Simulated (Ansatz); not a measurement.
# ClH4NSi: what the fields show

```yaml
atoms:
  - { symbol: Si, position_ang: [0.1766, -0.0542, -0.6221] }
  - { symbol: N, position_ang: [1.1071, -0.0801, 1.2090] }
  - { symbol: H, position_ang: [0.6215, -0.6615, 1.9067] }
  - { symbol: H, position_ang: [1.0604, 0.9047, 1.5219] }
  - { symbol: H, position_ang: [2.0937, -0.3708, 1.1536] }
  - { symbol: Cl, position_ang: [-0.7986, 1.7894, 0.0059] }
  - { symbol: H, position_ang: [-0.9027, -0.9809, -0.0122] }
```

Level of theory: RKS LDA/6-31G* in Ansatz.

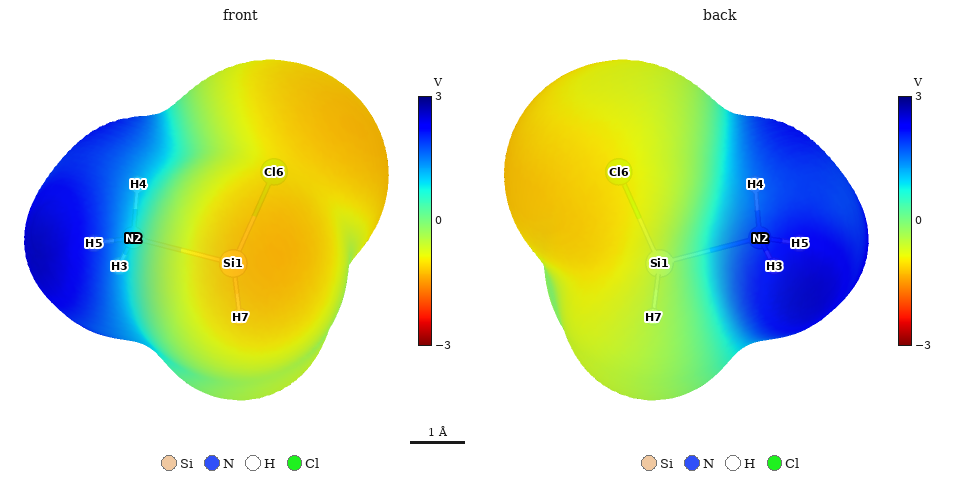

Figure 1. The molecular electrostatic potential painted on the density surface at 0.001 e/bohr³, seen from the front and from behind; the colour scale runs from red (negative) to blue (positive).

**Where is the surface potential most negative and most positive?**

The most negative region (about −1.3 V) lies over Si1 and Cl6, the most positive (about +2.6 V) over H3 and H5.

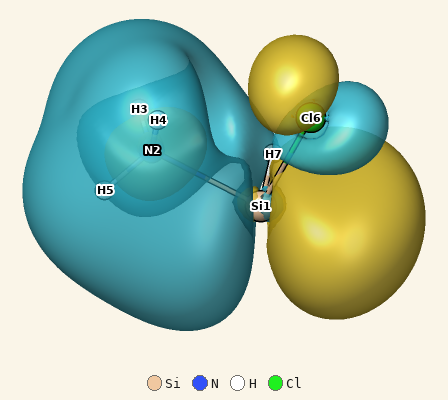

Figure 2. The LUMO at ±0.06 Å⁻³ᐟ² (yellow and cyan are the two phases), seen from one side.

**Describe this orbital and give its energy.**

Its weight (Hirshfeld) is mainly on Si1 (about 55 %), N2 (about 15 %), Cl6 (about 10 %), H5 (about 10 %) and H3 (about 10 %). Its energy is −1.18 eV.

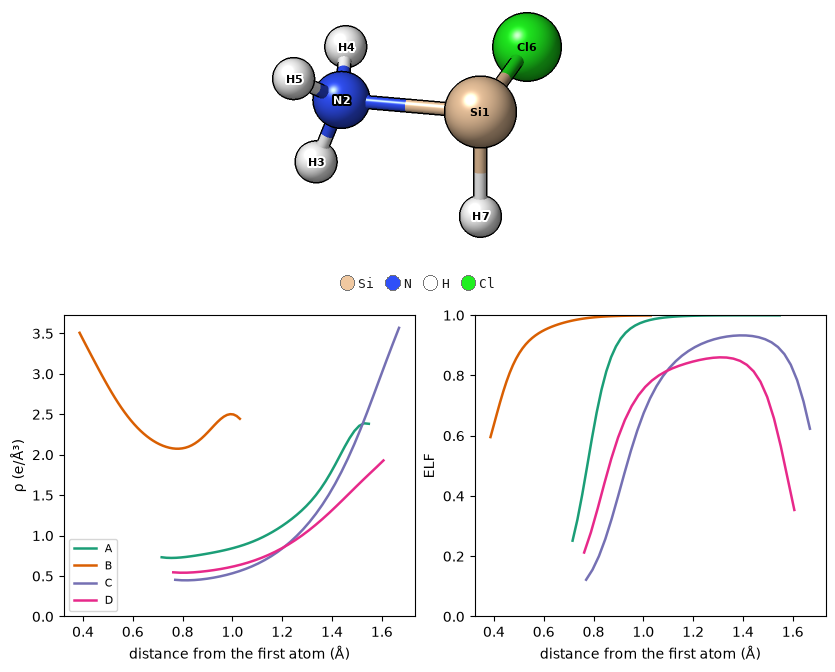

Figure 3. Total electron density and ELF along straight lines between neighbouring atoms. The curves leave out the atomic cores. The structure is drawn too.

**Which curve belongs to which contact (N–H, Si–Cl, Si–H and Si–N)? The first atom named is at distance zero.**

Curve A: Si–H (1.55 Å): ρ at the midpoint is about 0.73 e/Å³; the ELF climbs to about 1 towards the hydrogen, as it does in any bond to H. Curve B: N–H (1.03 Å): the density is about 2.8 e/Å³ at the midpoint; the ELF climbs to about 1 towards the hydrogen; an ordinary covalent bond to hydrogen. Curve C: Si–N (2.05 Å): the density is about 0.56 e/Å³ at the midpoint, with its minimum of 0.45 e/Å³ about 0.8 Å from Si; the ELF peaks at about 0.95 in the valence shell of N, 0.7 Å from its nucleus, and is about 0.70 at the midpoint. Curve D: Si–Cl (2.18 Å): ρ is about 0.69 e/Å³ halfway, with its minimum of 0.54 e/Å³ about 0.8 Å from Si; the ELF peaks at about 0.85 between the atoms, as expected for a shared but strongly polarised pair.
